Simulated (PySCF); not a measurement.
# One shape, several levels: CHClFNOSi (SMILES O=C=N[SiH](F)Cl)

Wanted: a comparison of 6 runs (HF/3-21G, BHLYP/6-31G*, TPSS/6-31G*, revPBE/6-31G*, wB97M-V/6-31G*, SCS-MP2/6-31G*) of CHClFNOSi. Input form: a Python script.

Program for the calculation: PySCF 2.14.0.

3 further runs of the same task are left out: 3 set aside as unsound or not needed.

### 1 Starting point

The species is CHClFNOSi (7 atoms), meant as a singlet with charge 0. SMILES: `O=C=N[SiH](F)Cl`. Geometry: relaxed at PBE0-D4/def2-TZVP. This is one conformer, not always the lowest.

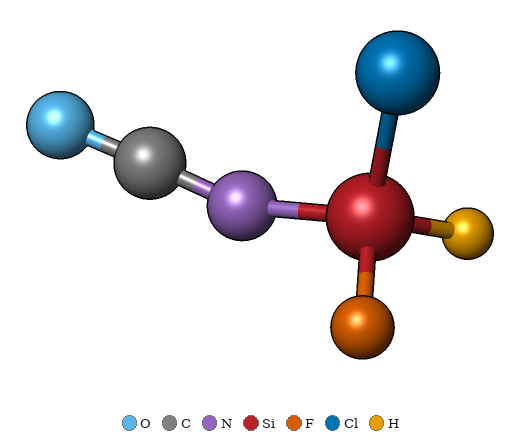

Viewed from a chosen angle; oxygen blue, carbon grey, nitrogen purple, silicon red, fluorine orange, chlorine blue, hydrogen amber.

### 2 A single-point energy at HF/3-21G (run 1)

calc.py

```python
# O=C=N[SiH](F)Cl
from pyscf import gto

mol = gto.M(
    atom='''
O      1.540505    -4.455029     3.134489
C      0.967918    -2.947406     1.652754
N      0.376622    -1.456979     0.053479
Si    -0.518163     1.364382    -1.127600
F      1.734202     2.442849    -2.767315
Cl    -1.233802     3.842947     1.708312
H     -2.751630     1.080356    -2.740481
''',
    charge=0,
    basis='3-21g',
    verbose=3,
    max_memory=1860,
    unit='bohr',
)

mf = mol.RHF()
mf.conv_tol = 1e-10
mf.kernel()
if not mf.converged:
    mf = mf.newton().run(mf.mo_coeff, mf.mo_occ)

etot = mf.e_tot
print('E = %.10f Eh' % etot)
```

On the command line:

```
OMP_NUM_THREADS=1 python calc.py
```

What it wrote:

```text
converged SCF energy = -1010.5747733821
E = -1010.5747733821 Eh
```

It took 1 s on 1 thread of Intel Xeon at 2.70GHz, shared host; peak memory 0.13 GiB.

### 3 A single-point energy at BHLYP/6-31G(d) (spherical functions) (run 2)

calc.py

```python
# O=C=N[SiH](F)Cl
from pyscf import gto, dft

mol = gto.M(
    atom=[
    ('O', (0.815200, -2.357500, 1.658700)),
    ('C', (0.512200, -1.559700, 0.874600)),
    ('N', (0.199300, -0.771000, 0.028300)),
    ('Si', (-0.274200, 0.722000, -0.596700)),
    ('F', (0.917700, 1.292700, -1.464400)),
    ('Cl', (-0.652900, 2.033600, 0.904000)),
    ('H', (-1.456100, 0.571700, -1.450200)),
],
    charge=0,
    max_memory=1860,
    verbose=4,
    basis='6-31g*',
)

calc0 = dft.RKS(mol)
calc0.xc = 'bhandhlyp'
calc0.conv_tol = 1e-10
calc0.grids.level = 5
calc0.kernel()
if not calc0.converged:
    calc0 = calc0.newton().run(calc0.mo_coeff, calc0.mo_occ)

energy = calc0.e_tot
print('Final energy', energy)
```

On the command line:

```
OMP_NUM_THREADS=1 python calc.py
```

What it wrote:

```text
PySCF version 2.14.0

[... 79 lines left out ...]
converged SCF energy = -1018.21088974839
Final energy -1018.2108897483914
```

It took 25 s on 1 thread of Intel Xeon at 2.70GHz, shared host; peak memory 0.49 GiB.

Runs 3 to 4 aren't shown in full; the table further down has their settings and results.

### 4 A single-point energy at wB97M-V/6-31G(d) (spherical functions) (run 5)

input.py

```python
from pyscf import gto, dft

mol = gto.M(
    atom='''
O      0.815200    -2.357500     1.658700
C      0.512200    -1.559700     0.874600
N      0.199300    -0.771000     0.028300
Si    -0.274200     0.722000    -0.596700
F      0.917700     1.292700    -1.464400
Cl    -0.652900     2.033600     0.904000
H     -1.456100     0.571700    -1.450200
''',
    verbose=3,
    basis='6-31g*',
    max_memory=1860,
)

calc0 = dft.RKS(mol, xc='wb97m-v')
calc0.grids.level = 5
calc0.nlcgrids.level = 1
calc0.conv_tol = 1e-10
calc0.kernel()
if not calc0.converged:
    calc0 = calc0.newton().run(calc0.mo_coeff, calc0.mo_occ)

e_tot = calc0.e_tot
print('E = %.10f Eh' % e_tot)
```

On the command line:

```
OMP_NUM_THREADS=1 python input.py
```

What it wrote:

```text
converged SCF energy = -1018.2296240539
E = -1018.2296240539 Eh
```

It took 2 min on 1 thread of Intel Xeon at 2.70GHz, shared host; peak memory 0.54 GiB.

### 5 The energy at SCS-MP2/6-31G(d) (spherical functions) (run 6)

run.py

```python
from pyscf import gto, mp

system = gto.Mole()
system.atom = '''
O    0.815200  -2.357500   1.658700
C    0.512200  -1.559700   0.874600
N    0.199300  -0.771000   0.028300
Si  -0.274200   0.722000  -0.596700
F    0.917700   1.292700  -1.464400
Cl  -0.652900   2.033600   0.904000
H   -1.456100   0.571700  -1.450200
'''
system.basis = '6-31g*'
system.verbose = 3
system.max_memory = 1860
system.build()

myscf = system.RHF()
myscf.conv_tol = 1e-10
myscf.kernel()
if not myscf.converged:
    myscf = myscf.newton().run(myscf.mo_coeff, myscf.mo_occ)

pt = mp.MP2(myscf, frozen=14).run()
etot = myscf.e_tot + 1.2 * pt.e_corr_os + pt.e_corr_ss / 3
print('E = %.10f Eh' % etot)
```

On the command line:

```
OMP_NUM_THREADS=1 python run.py
```

What it wrote:

```text
converged SCF energy = -1015.76988539442
E(RMP2) = -1016.58896237006  E_corr = -0.819076975638506
E(SCS-RMP2) = -1016.55635699382  E_corr = -0.786471599403097
E = -1016.5563569938 Eh
```

Wall time 2.8 s (1 thread of Intel Xeon at 2.70GHz, shared host); peak memory 0.24 GiB.

### 6 Overview of the runs

```tsv
run	level	integration grid	nlc grid	energy (Eh)	dipole moment (D) of the reference	HOMO energy (eV)	LUMO energy (eV)	wall time
1	HF/3-21G	–	–	-1010.574773	1.94	-12.73	3.55	1 s
2	BHLYP/6-31G* (spherical functions)	5	–	-1018.210890	1.37	-10.58	1.01	25 s
3	TPSS/6-31G* (spherical functions)	5	–	-1018.400613	1.13	-7.88	-0.86	42 s
4	revPBE/6-31G* (spherical functions)	5	–	-1018.098470	1.11	-7.72	-0.91	25 s
5	wB97M-V/6-31G* (spherical functions)	5	1	-1018.229624	1.23	-11.47	2.03	2 min
6	SCS-MP2/6-31G* (spherical functions)	–	–	-1016.556357	1.50	-12.77	3.67	2.8 s
```

### 7 What came out

```
                                           quantity           value
                                run 6: total energy  -1016.55636 Eh
        run 6: dipole moment (Hartree–Fock density)          1.50 D
         run 6: HOMO energy (Hartree–Fock orbitals)       -12.77 eV
         run 6: LUMO energy (Hartree–Fock orbitals)         3.67 eV
       run 6: HOMO–LUMO gap (Hartree–Fock orbitals)        16.44 eV
run 6: correlation energy (14 core orbitals frozen)      -786.5 mEh
```

**Reading.** Over runs 1, 2, 3, 4, 5 the dipole moment (its size) runs from 1.11 D (revPBE/6-31G*) to 1.94 D (HF/3-21G). The two ends differ in method and basis. Over runs 1, 2, 3, 4, 5 the HOMO–LUMO gap runs from 6.81 eV (revPBE/6-31G*) to 16.28 eV (HF/3-21G). Totals of different functionals can't be ranked against each other. All runs together took 3.6 min, the longest 2 min.
